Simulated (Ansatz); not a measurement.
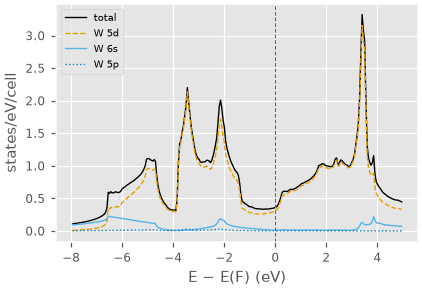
Figure: Total and projected density of states of W (bcc (W type), Im-3m), DFT-r²SCAN+D4 in the program Ansatz with PAW potentials

Question: Which orbitals carry the states next to the Fermi level?

Answer: Within 0.5 eV of the Fermi level: W 5d 87 %, outside the projected shells 9 %. Projections are on Löwdin-orthogonalised atomic valence shells; empty p or d shells of many metals are not among them.

Question: Where is the tallest occupied peak in this window, and what makes it?

Answer: Near -3.4 eV, about 2.2 states/eV per cell; the largest projected share is W 5d.

Symmetry was held in the r²SCAN+D4 relaxation. No spin polarisation was allowed. The pairwise dispersion correction was not fitted to metals. Spin–orbit coupling is left out wherever it is not named.

Potentials: the later of the program's two PAW sets.
